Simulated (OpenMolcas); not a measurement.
AlSiNH6O (SMILES O[SiH2][NH][AlH2]): methods side by side

AlSiNH6O: 10 atoms, total charge 0, spin state singlet. SMILES: `O[SiH2][NH][AlH2]`. The shape is that of a PBE0-D4/def2-TZVP optimisation. This is one conformer, not always the lowest.

```xyz
10

O    -1.8174   -0.6938   -1.0565
Si   -0.5766    0.3739   -0.8516
N     0.6933   -0.3823    0.0096
Al    1.2333   -0.0948    1.6863
H    -2.3998   -0.5479   -1.8031
H    -1.0002    1.5438   -0.0395
H    -0.1428    0.8313   -2.2032
H     1.1594   -1.1278   -0.4930
H     0.5084    1.0306    2.5252
H     2.4254   -0.9842    2.2287
```

Each level gives the energy change with the N3–H8 bond stretched from 1.013 to 1.317 Å (eV). The values are calculated.

| level | kind | program | value (eV) | less CCSD(T)/6-31G* | CPU time (all runs) |
| --- | --- | --- | --- | --- | --- |
| SVWN5/6-31G* (spherical functions) (restricted) | LDA | OpenMolcas | 0.98 | -0.06 | 56 s |
| revPBE/6-31G* (spherical functions) (restricted) | GGA | OpenMolcas | 0.98 | -0.06 | 80 s |
| M06-L/6-31G* (spherical functions) (restricted) | meta-GGA | OpenMolcas | 1.12 | +0.08 | 1.7 min |
| r2SCAN/6-31G* (spherical functions) (restricted) | meta-GGA | OpenMolcas | 1.07 | +0.03 | 1.7 min |
| B3LYP/6-31G* (spherical functions) (restricted) | global hybrid | OpenMolcas | 1.07 | +0.03 | 61 s |
| M06-2X/6-31G* (spherical functions) (restricted) | hybrid meta-GGA | OpenMolcas | 1.12 | +0.08 | 66 s |
| B3LYP/6-31G* (Cartesian functions) (restricted) | global hybrid | OpenMolcas | 1.08 | +0.04 | 63 s |
| CCSD(T)/6-31G* (spherical functions) (restricted) | coupled cluster or CI | OpenMolcas | 1.04 | 0.00 | 57 s |

CCSD(T)/6-31G* (spherical functions) (restricted) is the highest level here, not the true value. The first shape isn't each level's own minimum. The values span 0.98 to 1.12 eV. CPU times are rough (shared hosts, several kinds of processor and program).

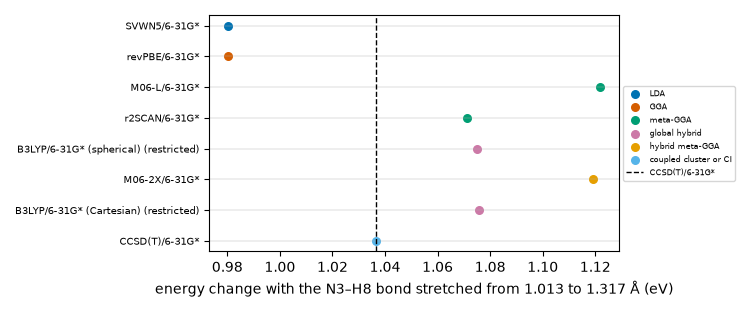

The values of the table, level by level.
